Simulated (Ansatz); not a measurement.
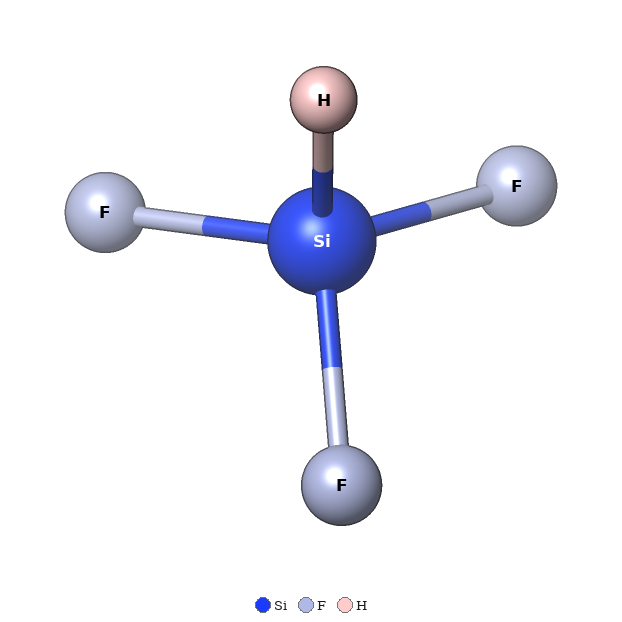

Depth is shown by fading: the farther an atom, the more it takes the colour of the background. The computed structure is the end point of a PBE0-D4/def2-TZVP optimisation.

Question: List the symmetry elements and name the point group.

Answer: It has 1 C3 axis and 3 mirror planes, so the point group is C3v. The group has 6 operations. The geometry is achiral, and symmetry allows a dipole moment.
